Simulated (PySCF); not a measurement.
| atom | x (Å) | y (Å) | z (Å) |
| --- | --- | --- | --- |
| O | 1.2948 | -0.2701 | 1.3319 |
| C | 1.2254 | 0.0491 | 0.1099 |
| O | 1.4295 | -0.9104 | -0.8590 |
| C | -0.2177 | 0.7409 | -0.2345 |
| F | -0.3177 | 1.9183 | 0.3879 |
| F | -0.3198 | 0.9677 | -1.5465 |
| C | -1.3585 | -0.1957 | 0.2449 |
| F | -1.5163 | -0.1138 | 1.5563 |
| F | -2.5100 | 0.1426 | -0.3309 |
| F | -1.1122 | -1.4661 | -0.0660 |
| H | 1.8832 | 0.9208 | -0.1721 |
| H | 1.5204 | -1.7841 | -0.4480 |

Geometry: GFN2-xTB.

Theory: PySCF 2.14.0, density-fitted response routines, UKS B3LYP, pcH-1 on C F H O, non-relativistic, mean-field spin-orbit, GIAO.

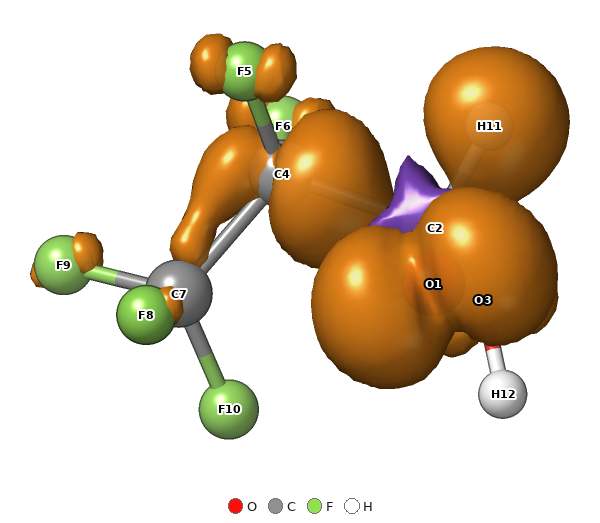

C$_{3}$H$_{2}$F$_{5}$O$_{2}$ (doublet). Isosurfaces of the spin density at +0.02 (orange) and −0.02 e/Å³ (purple), seen across its widest extent.

Question: Which atoms carry the spin?

Answer: The unpaired spin (1 electron) lies mostly on O1 (about 0.6), C4 (about 0.1) and H11 (about 0.1), in electrons by Hirshfeld's partition.
